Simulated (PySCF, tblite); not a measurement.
# C₆H₇BF₂: geometry, infrared bands and NMR shifts

What infrared bands and NMR shifts should C₆H₇BF₂ (`C#CC/C=C/CB(F)F`) show?

The runs use tblite 0.8.0 and PySCF 2.14.0, with density-fitted response routines of our own; the level of theory stands in each step. All values are computed, except where a source is named. Atoms count from 0, in the outputs and in this text.

### 1 Starting geometry

16 atoms, charge 0, multiplicity 1; geometry from: force field or distance geometry start.

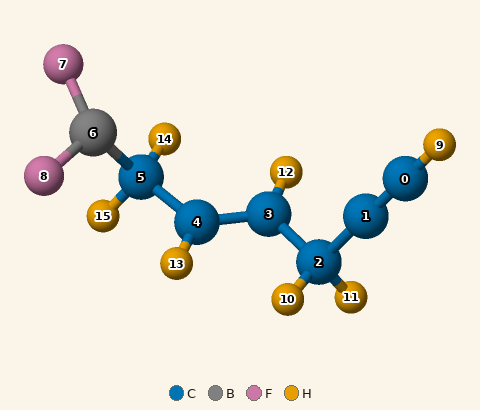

The starting geometry (carbon blue, boron grey, fluorine pink, hydrogen amber), atoms numbered; sticks join atoms by distance.

### 2 Relaxing the molecule with GFN2-xTB

The job: settings as JSON, then the geometry in Å.

```
{"job": {"kind": "relax", "xc": "GFN2-xTB", "basis": "xTB"}, "charge": 0, "multiplicity": 1}
C      3.580000    -0.511400     0.745900
C      2.610100    -0.563300    -0.003600
C      1.468000    -0.666000    -0.887300
C      0.448300     0.327000    -0.449500
C     -0.747500    -0.144600    -0.073400
C     -1.851200     0.755400     0.388300
B     -2.287300     0.370400     1.879400
F     -2.833300     1.477500     2.653800
F     -2.970800    -0.905700     2.033200
H      4.419600    -0.447200     1.410800
H      1.065700    -1.717600    -0.825100
H      1.751500    -0.480200    -1.955400
H      0.626100     1.387700    -0.379900
H     -0.970100    -1.211300    -0.118600
H     -1.596200     1.835100     0.337100
H     -2.720400     0.503000    -0.232300
```

Command:

```console
> OMP_NUM_THREADS=1 python probes_run.py task.json out
```

This one command runs all jobs of the session in turn.

Log:

```text
step      E/eV     max force
  0    -736.54503    4.158
  1    -736.96214    7.677
  2    -737.17111    4.535
  3    -737.50509    1.753
  4    -737.56931    0.718
  5    -737.61506    0.739
  6    -737.64123    0.524
  7    -737.66113    0.498
  8    -737.68008    0.379
  9    -737.69233    0.275
 10    -737.69879    0.218
 11    -737.70326    0.162
 12    -737.70706    0.161
 13    -737.71011    0.171
 14    -737.71287    0.175
 15    -737.71571    0.170
 16    -737.71843    0.127
 17    -737.72038    0.116
 18    -737.72151    0.090
 19    -737.72232    0.087
 20    -737.72310    0.075
 21    -737.72385    0.089
 22    -737.72445    0.062
 23    -737.72491    0.050
 24    -737.72532    0.061
 25    -737.72572    0.054
 26    -737.72603    0.042
 27    -737.72625    0.041
 28    -737.72643    0.044
 29    -737.72657    0.039
 30    -737.72667    0.028
 31    -737.72674    0.021
 32    -737.72681    0.023
 33    -737.72689    0.028
 34    -737.72699    0.033
 35    -737.72712    0.029
 36    -737.72729    0.033
 37    -737.72748    0.035
 38    -737.72768    0.036
 39    -737.72789    0.046
 40    -737.72815    0.046
 41    -737.72846    0.054
 42    -737.72874    0.043
 43    -737.72890    0.026
 44    -737.72897    0.023
 45    -737.72904    0.028
 46    -737.72915    0.040
 47    -737.72927    0.036
 48    -737.72936    0.022
 49    -737.72943    0.020
 50    -737.72951    0.021
 51    -737.72959    0.028
 52    -737.72966    0.020
 53    -737.72970    0.013
 54    -737.72972    0.009
```

Run time: 0.54 s. Hardware: 1 thread of Arm Neoverse N1, shared host; peak memory 0.18 GiB.

The steps of the relaxation: (not every step is listed)

| step | energy from step 0 (eV) | largest force (eV/Å) |
| --- | --- | --- |
| 0 | 0.0000 | 4.1581 |
| 1 | -0.4171 | 7.6770 |
| 2 | -0.6261 | 4.5348 |
| 3 | -0.9601 | 1.7526 |
| 4 | -1.0243 | 0.7176 |
| 5 | -1.0700 | 0.7394 |
| 6 | -1.0962 | 0.5241 |
| 7 | -1.1161 | 0.4983 |
| 8 | -1.1350 | 0.3787 |
| 12 | -1.1620 | 0.1607 |
| 16 | -1.1734 | 0.1275 |
| 20 | -1.1781 | 0.0747 |
| 24 | -1.1803 | 0.0609 |
| 28 | -1.1814 | 0.0440 |
| 32 | -1.1818 | 0.0235 |
| 36 | -1.1823 | 0.0327 |
| 40 | -1.1831 | 0.0459 |
| 44 | -1.1839 | 0.0228 |
| 48 | -1.1843 | 0.0222 |
| 49 | -1.1844 | 0.0205 |
| 50 | -1.1845 | 0.0215 |
| 51 | -1.1846 | 0.0278 |
| 52 | -1.1846 | 0.0203 |
| 53 | -1.1847 | 0.0126 |
| 54 | -1.1847 | 0.0092 |

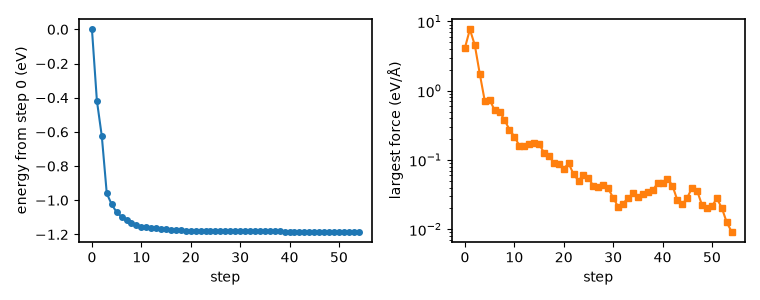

Energy and force, step by step.

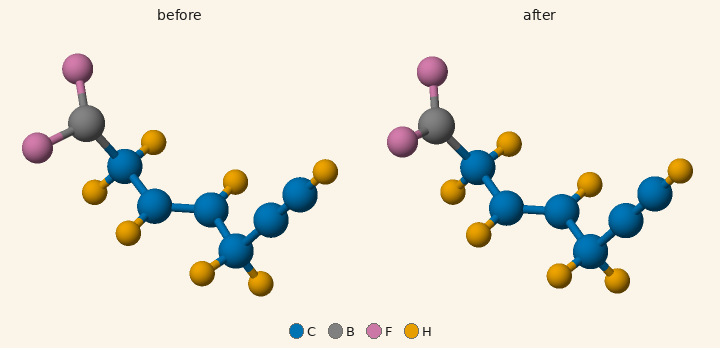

The geometry before (left) and after (right).

Distances of close pairs at the start and the end, largest changes first:

| bond | before (Å) | after (Å) | change (Å) |
| --- | --- | --- | --- |
| B6–F7 | 1.457 | 1.318 | -0.140 |
| B6–F8 | 1.456 | 1.317 | -0.139 |
| C2–H10 | 1.128 | 1.093 | -0.035 |
| C0–C1 | 1.227 | 1.196 | -0.031 |
| C2–H11 | 1.121 | 1.096 | -0.025 |
| C0–H9 | 1.073 | 1.049 | -0.024 |
| C5–H14 | 1.111 | 1.091 | -0.020 |
| C5–B6 | 1.601 | 1.582 | -0.019 |

The final coordinates are the input of the step that follows.

### 3 Infrared spectrum with GFN2-xTB

The job: settings as JSON, then the geometry in Å.

```
{"job": {"kind": "ir", "xc": "GFN2-xTB", "basis": "xTB"}, "charge": 0, "multiplicity": 1}
C      3.563031    -0.467286     0.756462
C      2.630667    -0.589340     0.017100
C      1.483685    -0.700736    -0.865007
C      0.393167     0.230854    -0.420768
C     -0.831267    -0.156382    -0.109981
C     -1.918453     0.774192     0.353650
B     -2.459778     0.405688     1.793554
F     -2.745285     1.312301     2.706094
F     -2.684983    -0.830729     2.186392
H      4.386240    -0.374803     1.399384
H      1.126238    -1.733502    -0.865086
H      1.801758    -0.441643    -1.881280
H      0.673841     1.274058    -0.355190
H     -1.108578    -1.200875    -0.165007
H     -1.564718     1.805407     0.326146
H     -2.753163     0.701740    -0.352908
```

Log:

```text
mode    cm-1     km/mol
  1       7.9      0.19
  2      23.9      0.30
  3      79.9      0.89
  4      84.7      0.56
  5     158.1      0.73
  6     248.2      1.10
  7     258.9      2.10
  8     292.6      0.26
  9     313.4      2.15
 10     388.6     19.19
 11     449.8     13.46
 12     492.1     14.39
 13     520.7     23.22
 14     639.2     23.36
 15     662.1     23.62
 16     730.6      5.57
 17     782.7     19.33
 18     825.4     62.60
 19     909.1      4.45
 20     991.5      3.04
 21    1011.2      8.54
 22    1049.4      9.70
 23    1101.3      8.03
 24    1108.0     34.36
 25    1153.4     10.57
 26    1196.1     23.92
 27    1244.4    130.83
 28    1271.3    358.68
 29    1284.1    158.45
 30    1295.4    100.67
 31    1321.8    135.65
 32    1432.0      3.66
 33    1440.9      9.74
 34    1734.3      1.50
 35    2297.0     18.83
 36    2923.0     30.34
 37    2926.3     18.54
 38    2966.6     25.41
 39    3006.1     16.15
 40    3057.1      1.12
 41    3067.4     82.41
 42    3400.7      3.74
```

It took 0.82 s on 1 thread of Arm Neoverse N1, shared host; peak memory 0.18 GiB.

Which atoms move in the most intense modes:

| cm⁻¹ | km/mol | atoms |
| --- | --- | --- |
| 825 | 62.6 | C5 34 %, H14 22 %, H15 20 %, B6 10 % |
| 1108 | 34.4 | C4 26 %, C5 18 %, C3 16 %, C2 12 % |
| 1244 | 130.8 | B6 24 %, H11 21 %, H12 15 % |
| 1271 | 358.7 | B6 55 %, F8 15 %, C5 10 % |
| 1284 | 158.4 | H13 31 %, B6 27 %, H12 10 % |
| 1295 | 100.7 | H12 29 %, B6 18 %, H13 16 % |
| 1322 | 135.7 | H14 18 %, H13 15 %, H10 13 %, H12 11 % |
| 3067 | 82.4 | H13 54 %, H12 38 % |

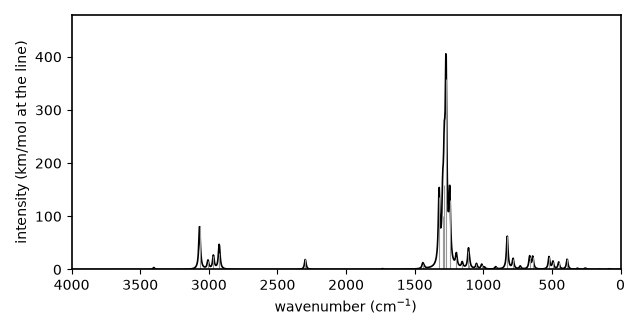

The infrared spectrum from these modes, unscaled. Lines are broadened to a width of 14 cm⁻¹ (Lorentzian).

### 4 Shielding tensors: PBE0/pcSseg-1

Settings changed since step 3:

```diff
@@ -1,2 +1,2 @@
-{"job": {"kind": "ir", "xc": "GFN2-xTB", "basis": "xTB"}, "charge": 0, "multiplicity": 1}
+{"job": {"kind": "nmr", "xc": "PBE0", "basis": "pcSseg-1"}, "charge": 0, "multiplicity": 1}
 C      3.563031    -0.467286     0.756462
```

With the program's defaults for keys left out, this is: GIAO PBE0/pcSseg-1 NMR shielding, non-relativistic, gas phase.

Log:

```text
coarse grid: 14120 points
cycle   1  E = -456.7117377352  dE =  1.171e+00  |g| = 7.052e-01  |ddm| = 3.710e+00
cycle   2  E = -456.6789739506  dE =  3.276e-02  |g| = 8.933e-01  |ddm| = 1.098e+00
cycle   3  E = -456.8054184383  dE = -1.264e-01  |g| = 8.852e-02  |ddm| = 5.126e-01
cycle   4  E = -456.8068229645  dE = -1.405e-03  |g| = 3.278e-02  |ddm| = 8.670e-02
cycle   5  E = -456.8069952947  dE = -1.723e-04  |g| = 1.910e-02  |ddm| = 3.301e-02
cycle   6  E = -456.8070786051  dE = -8.331e-05  |g| = 4.280e-03  |ddm| = 1.453e-02
cycle   7  E = -456.8070825938  dE = -3.989e-06  |g| = 1.526e-03  |ddm| = 4.294e-03
final grid: 139272 points
cycle   8  E = -456.8713505639  dE = -6.975e-05  |g| = 7.317e-03  |ddm| = 3.924e-02
cycle   9  E = -456.8713471840  dE =  3.380e-06  |g| = 8.182e-03  |ddm| = 1.306e-02
cycle  10  E = -456.8713636330  dE = -1.645e-05  |g| = 1.591e-03  |ddm| = 7.244e-03
cycle  11  E = -456.8713642408  dE = -6.077e-07  |g| = 3.320e-04  |ddm| = 1.463e-03
cycle  12  E = -456.8713642579  dE = -1.719e-08  |g| = 2.064e-04  |ddm| = 3.711e-04
cycle  13  E = -456.8713642680  dE = -1.003e-08  |g| = 5.241e-05  |ddm| = 1.596e-04
cycle  14  E = -456.8713642686  dE = -6.548e-10  |g| = 8.690e-06  |ddm| = 4.686e-05
converged SCF energy = -456.8713642686

GIAO shielding tensors (ppm)
atom      isotropic    diamagn.    paramagn.     s11        s22        s33       span
  0 C      110.720     256.787    -146.068     38.111     43.010    251.038    212.927
  1 C      100.682     264.191    -163.509      0.910      4.905    296.230    295.320
  2 C      160.508     246.085     -85.577    147.681    158.896    174.948     27.267
  3 C       51.454     258.134    -206.680    -58.528     74.530    138.362    196.890
  4 C       54.917     259.268    -204.351    -52.287     70.514    146.524    198.810
  5 C      163.934     253.343     -89.409    150.610    159.067    182.124     31.514
  6 B       73.439     191.577    -118.139     50.359     80.726     89.231     38.872
  7 F      236.512     463.900    -227.387     64.169    291.502    353.867    289.698
  8 F      242.495     469.380    -226.885     61.832    290.459    375.193    313.361
  9 H       30.261      34.078      -3.817     25.175     25.257     40.351     15.176
 10 H       28.838      29.153      -0.315     24.741     28.782     32.990      8.248
 11 H       28.589      26.728       1.861     23.752     27.760     34.255     10.503
 12 H       25.973      34.217      -8.245     23.015     24.977     29.926      6.911
 13 H       25.908      34.790      -8.883     23.635     24.272     29.815      6.181
 14 H       29.766      31.882      -2.116     26.076     30.001     33.221      7.144
 15 H       29.702      28.595       1.107     25.910     27.705     35.492      9.581
```

Wall time 52 s (1 thread of Arm Neoverse N1, shared host); peak memory 0.89 GiB.

Shifts follow as δ = σ(reference) − σ, with reference shieldings (ppm) from runs at the same level and on the same kind of geometry: 1H TMS 31.72, 13C TMS 186.9, 19F CFCl3 170.9, 11B BF3·OEt2 100.1. The references are single molecules in the gas phase, so shifts against H2O, NH3, PH3, H3PO4 or CFCl3 are not on the usual liquid scales and can be off by tens of ppm. Atoms listed in one row are averaged.

| atoms | environment | σ (ppm) | δ (ppm) | δ scaled to CDCl3 |
| --- | --- | --- | --- | --- |
| C3 | alkene CH | 51.5 | 135.5 | 130.3 |
| C4 | alkene CH | 54.9 | 132.0 | 126.9 |
| C1 | alkyne carbon | 100.7 | 86.2 | 82.3 |
| C0 | terminal alkyne carbon | 110.7 | 76.2 | 72.5 |
| C2 | allylic sp3 CH2 | 160.5 | 26.4 | 23.9 |
| C5 | allylic sp3 CH2 bonded to B | 163.9 | 23.0 | 20.5 |
| H13 | hydrogen on an alkene CH | 25.91 | 5.81 | 5.58 |
| H12 | hydrogen on an alkene CH | 25.97 | 5.74 | 5.52 |
| H10, H11 | hydrogen on an allylic sp3 CH2 | 28.71 | 3.00 | 2.94 |
| H14, H15 | hydrogen on an allylic sp3 CH2 bonded to B | 29.73 | 1.98 | 1.97 |
| H9 | hydrogen on a terminal alkyne carbon | 30.26 | 1.46 | 1.48 |
| B6 | boron bonded to C, 2 F | 73.4 | 26.6 | – |
| F7, F8 | fluorine bonded to B | 239.5 | -68.6 | – |

The scaled column applies a straight-line fit of computed shieldings to shifts measured in CDCl3, and one for carbons that bear F (root-mean-square error 0.16 ppm for H, 1.9 ppm for C).

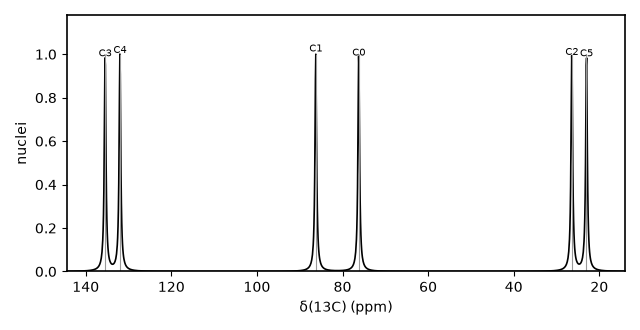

13C lines at the computed shifts, without couplings. Lines are broadened to a width of 0.45 ppm (Lorentzian).

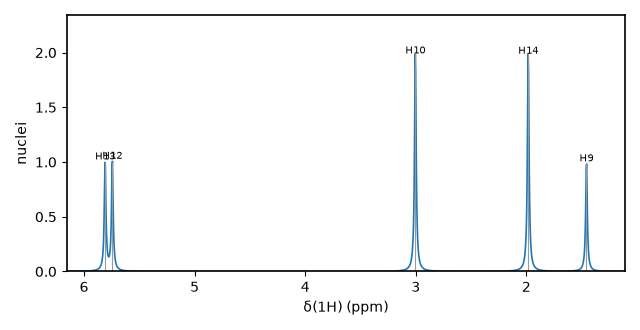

1H lines at the computed shifts, without couplings. Lines are broadened to a width of 0.02 ppm (Lorentzian).

Charges from the same density, by scheme (e):

| atoms | Mulliken | IAO | Hirshfeld | ESP fit |
| --- | --- | --- | --- | --- |
| C0 | -0.35 | -0.26 | -0.13 | -0.57 |
| C1 | 0.14 | -0.02 | -0.04 | 0.23 |
| C2 | -0.11 | -0.27 | -0.05 | -0.49 |
| C3 | -0.15 | -0.14 | -0.04 | -0.11 |
| C4 | -0.20 | -0.14 | -0.04 | -0.03 |
| C5 | -0.41 | -0.46 | -0.14 | -0.63 |
| B6 | 0.77 | 0.75 | 0.33 | 0.86 |
| F7, F8 | -0.28 | -0.31 | -0.14 | -0.32 |

Hirshfeld charges:

C0 -0.13; C1 -0.04; C2 -0.05; C3 -0.04; C4 -0.04; C5 -0.14; B6 0.33; F7 -0.14; F8 -0.14; H9 0.09; H10 0.06; H11 0.06; H12 0.05; H13 0.04; H14 0.05; H15 0.06

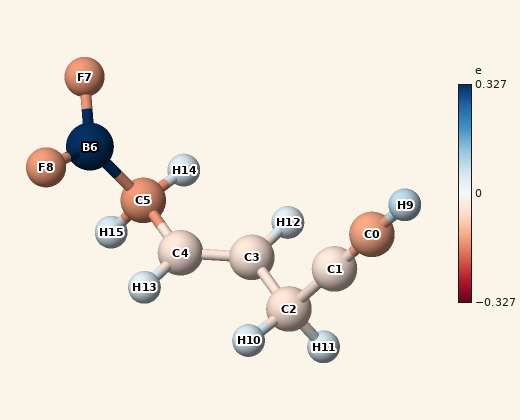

Hirshfeld charges, as colours on the atoms.

Mayer bond orders: C0–C1 2.58, C1–C2 1.04, C2–C3 1.05, C3–C4 1.89, C4–C5 1.03, C5–B6 0.96, B6–F7 1.13, B6–F8 1.12.

### 5 Summary of results

```
                                                                 quantity                                     value
                                strongest single infrared mode (GFN2-xTB)                     1271 cm⁻¹, 359 km/mol
                                             zero-point energy (GFN2-xTB)                             71.7 kcal/mol
                                   13C shifts against TMS (PBE0/pcSseg-1)  135.5, 132.0, 86.2, 76.2, 26.4, 23.0 ppm
   1H shifts against TMS (PBE0/pcSseg-1, means over atoms taken as alike)          5.81, 5.74, 3.00, 1.98, 1.46 ppm
                              11B shifts against BF3·OEt2 (PBE0/pcSseg-1)                                  26.6 ppm
19F shifts against CFCl3 (PBE0/pcSseg-1, means over atoms taken as alike)                                 -68.6 ppm
```

Relaxing lowered the energy by 1.185 eV in 54 steps; the close pair that moved most is B6–F7, from 1.457 to 1.318 Å. All 42 modes are real, so the xTB geometry is a minimum. The strongest single mode, at 1271 cm⁻¹, moves mainly B6. GFN2-xTB is a fitted tight-binding method: band positions and strengths are rough. Its intensities can rank the bands wrongly.
